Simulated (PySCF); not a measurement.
**C$_{2}$H$_{6}$ClOSi: a changed input and its effect**

System: C$_{2}$H$_{6}$ClOSi, charge −1, SMILES CCO[SiH-]Cl.
Method of run 1: GIAO PBE0/pcSseg-1 NMR shielding, non-relativistic, gas phase (PySCF 2.14.0).

The geometry comes from this level: B3LYP-D3(BJ)/def2-SVP. Text and figures count atoms from 1; the logs count them from 0 in places.

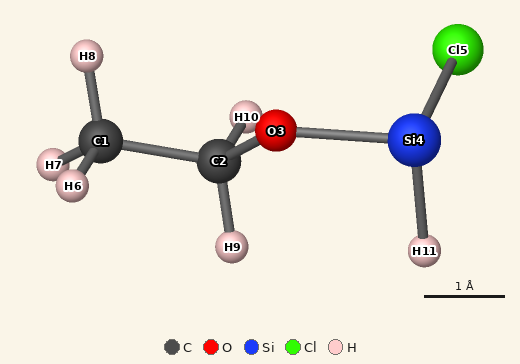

**Figure 1.** The structure (ball-and-stick view, seen at a tilt; atoms are numbered from 1 in the order of the input). Bond lengths as drawn: Cl–Si 2.30 Å, C–C 1.53 Å, C–H 1.10 to 1.11 Å, C–O 1.39 Å, H–Si 1.57 Å and O–Si 1.75 Å.

## Input file, run 1
```
{"job": {"kind": "nmr", "xc": "PBE0", "basis": "pcSseg-1", "pop": false}, "charge": -1, "multiplicity": 1}
C     -1.651955    -0.024531     0.355874
C     -0.225871    -0.146139    -0.172019
O      0.680200     0.203982     0.825267
Si     2.412575     0.207137     0.597165
Cl     2.502009     1.528308    -1.286876
H     -1.795701    -0.680182     1.231744
H     -2.395681    -0.298366    -0.414106
H     -1.848859     1.010654     0.681372
H     -0.048481    -1.187593    -0.527912
H     -0.100346     0.501751    -1.063522
H      2.477534    -1.112350    -0.252950
```

The first line tells a small driver script what to run in PySCF; the rest is the geometry in Å.

Launched with:
```bash
OMP_NUM_THREADS=1 python <driver script> task.json out
```

Hardware: 1 CPU thread, shared host.

## Output (run 1)
```
coarse grid: 10232 points
cycle   1  E = -904.1820498152  dE =  1.336e-01  |g| = 7.383e-01  |ddm| = 2.788e+00
cycle   2  E = -903.9897416672  dE =  1.923e-01  |g| = 1.252e+00  |ddm| = 2.080e+00
cycle   3  E = -904.2959888231  dE = -3.062e-01  |g| = 1.466e-01  |ddm| = 1.411e+00
cycle   4  E = -904.3004710764  dE = -4.482e-03  |g| = 4.585e-02  |ddm| = 1.808e-01
cycle   5  E = -904.3009215209  dE = -4.504e-04  |g| = 7.647e-03  |ddm| = 5.552e-02
cycle   6  E = -904.3009368865  dE = -1.537e-05  |g| = 2.774e-03  |ddm| = 1.380e-02
cycle   7  E = -904.3009385565  dE = -1.670e-06  |g| = 5.074e-04  |ddm| = 3.072e-03
final grid: 89528 points
cycle   8  E = -904.3386247068  dE = -1.813e-05  |g| = 9.213e-03  |ddm| = 1.685e-02
cycle   9  E = -904.3386063257  dE =  1.838e-05  |g| = 1.355e-02  |ddm| = 1.440e-02
cycle  10  E = -904.3386393499  dE = -3.302e-05  |g| = 1.414e-03  |ddm| = 9.673e-03
cycle  11  E = -904.3386397510  dE = -4.011e-07  |g| = 2.861e-04  |ddm| = 1.600e-03
cycle  12  E = -904.3386397700  dE = -1.904e-08  |g| = 4.259e-05  |ddm| = 2.648e-04
cycle  13  E = -904.3386397704  dE = -4.015e-10  |g| = 1.127e-05  |ddm| = 7.676e-05
converged SCF energy = -904.3386397704

GIAO shielding tensors (ppm)
atom      isotropic    diamagn.    paramagn.     s11        s22        s33       span
  0 C      161.679     247.571     -85.892    144.693    157.196    183.148     38.455
  1 C      117.925     242.420    -124.495     76.224    114.332    163.217     86.993
  2 O      240.643     395.978    -155.335    160.104    251.552    310.273    150.168
  3 Si     271.360     874.371    -603.011    134.807    250.628    428.646    293.839
  4 Cl     967.325    1149.685    -182.360    719.022    999.653   1183.301    464.279
  5 H       30.153      29.601       0.552     27.082     28.277     35.101      8.019
  6 H       30.709      29.511       1.198     27.114     28.145     36.870      9.756
  7 H       30.164      29.654       0.510     26.857     28.745     34.889      8.032
  8 H       28.350      30.625      -2.275     24.838     27.889     32.321      7.483
  9 H       26.739      30.286      -3.547     20.777     28.934     30.508      9.732
 10 H       24.443      29.266      -4.822     22.202     23.901     27.227      5.025
```

For run 2 the input was changed thus:
```diff
-C     -1.651955    -0.024531     0.355874
-C     -0.225871    -0.146139    -0.172019
-O      0.680200     0.203982     0.825267
-Si     2.412575     0.207137     0.597165
-Cl     2.502009     1.528308    -1.286876
-H     -1.795701    -0.680182     1.231744
-H     -2.395681    -0.298366    -0.414106
-H     -1.848859     1.010654     0.681372
-H     -0.048481    -1.187593    -0.527912
-H     -0.100346     0.501751    -1.063522
-H      2.477534    -1.112350    -0.252950
+C     -1.158008    -0.240495     0.755031
+C     -0.513123    -0.052951    -0.619087
+O      0.274217     1.095044    -0.667670
+Si     2.015669     1.134948    -0.595849
+Cl     2.355612     0.029271     1.411843
+H     -0.366207    -0.368185     1.507922
+H     -1.826695    -1.121651     0.770841
+H     -1.749194     0.652515     1.021418
+H      0.080716    -0.959387    -0.867958
+H     -1.317031     0.019077    -1.388124
+H      2.247622    -0.189203    -1.408233
```

Predict how the results change.

With the same method and basis, run 2 lies 0.6 kcal/mol higher. The LUMO goes from 5.10 to 5.16 eV. Of all shieldings, the largest change is that of Cl5, by −35.5 ppm. The number of SCF iterations is the same.

## Output (run 2)
```
coarse grid: 10232 points
cycle   1  E = -904.1805632483  dE =  1.276e-01  |g| = 7.380e-01  |ddm| = 2.780e+00
cycle   2  E = -903.9943783454  dE =  1.862e-01  |g| = 1.240e+00  |ddm| = 1.975e+00
cycle   3  E = -904.2939660481  dE = -2.996e-01  |g| = 1.498e-01  |ddm| = 1.334e+00
cycle   4  E = -904.2987143108  dE = -4.748e-03  |g| = 4.524e-02  |ddm| = 1.863e-01
cycle   5  E = -904.2991542334  dE = -4.399e-04  |g| = 7.347e-03  |ddm| = 5.385e-02
cycle   6  E = -904.2991683482  dE = -1.411e-05  |g| = 2.779e-03  |ddm| = 1.317e-02
cycle   7  E = -904.2991700377  dE = -1.690e-06  |g| = 5.524e-04  |ddm| = 2.970e-03
final grid: 89528 points
cycle   8  E = -904.3376749639  dE = -1.922e-05  |g| = 9.441e-03  |ddm| = 1.830e-02
cycle   9  E = -904.3376542081  dE =  2.076e-05  |g| = 1.420e-02  |ddm| = 1.456e-02
cycle  10  E = -904.3376902668  dE = -3.606e-05  |g| = 1.344e-03  |ddm| = 9.811e-03
cycle  11  E = -904.3376906317  dE = -3.649e-07  |g| = 3.044e-04  |ddm| = 1.536e-03
cycle  12  E = -904.3376906534  dE = -2.174e-08  |g| = 3.826e-05  |ddm| = 2.752e-04
cycle  13  E = -904.3376906537  dE = -3.047e-10  |g| = 1.181e-05  |ddm| = 7.008e-05
converged SCF energy = -904.3376906537

GIAO shielding tensors (ppm)
atom      isotropic    diamagn.    paramagn.     s11        s22        s33       span
  0 C      159.966     248.733     -88.767    142.345    156.749    180.805     38.460
  1 C      108.093     241.301    -133.208     67.682     93.240    163.355     95.673
  2 O      232.981     395.860    -162.879    148.406    218.783    331.753    183.347
  3 Si     257.747     874.524    -616.777    129.063    206.349    437.830    308.767
  4 Cl     931.788    1150.116    -218.328    646.793    989.012   1159.558    512.765
  5 H       28.717      30.099      -1.382     23.074     28.588     34.490     11.416
  6 H       30.960      30.099       0.861     27.583     28.015     37.282      9.699
  7 H       30.293      29.948       0.345     27.616     28.337     34.926      7.310
  8 H       27.623      30.404      -2.781     25.193     27.190     30.486      5.293
  9 H       27.167      29.368      -2.201     22.237     26.638     32.625     10.387
 10 H       24.371      29.344      -4.973     22.214     23.693     27.206      4.992
```

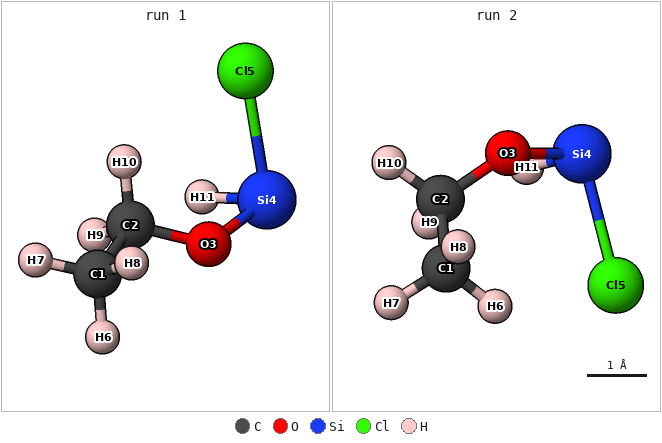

**Figure 2.** The two input geometries at one scale (ball-and-stick view, seen at a tilt). The atom that moves furthest after the best rigid fit is Cl5 (3.72 Å). Largest moves by element: Cl 3.72 Å, O 1.67 Å, H 1.19 Å, Si 0.89 Å, C 0.57 Å. Among the contacts that change: Si4–Cl5 2.303 → 2.317 Å, C2–H10 1.109 → 1.115 Å.

## The two runs side by side

| quantity | run 1 | run 2 |
| --- | --- | --- |
| outcome | converged | converged |
| total energy (hartree) | −904.338640 | −904.337691 |
| HOMO (eV) | −0.64 | −0.67 |
| LUMO (eV) | 5.10 | 5.16 |
| shielding of C1 (ppm) | 161.7 | 160.0 |
| shielding of C2 (ppm) | 117.9 | 108.1 |
| shielding of O3 (ppm) | 240.6 | 233.0 |
| shielding of Si4 (ppm) | 271.4 | 257.7 |
| shielding of Cl5 (ppm) | 967.3 | 931.8 |
| shielding of H6 (ppm) | 30.2 | 28.7 |
| shielding of H9 (ppm) | 28.3 | 27.6 |
| SCF iterations | 13 | 13 |
| basis functions | 129 | 129 |
| wall time (shared host) | 8.3 s | 8.6 s |
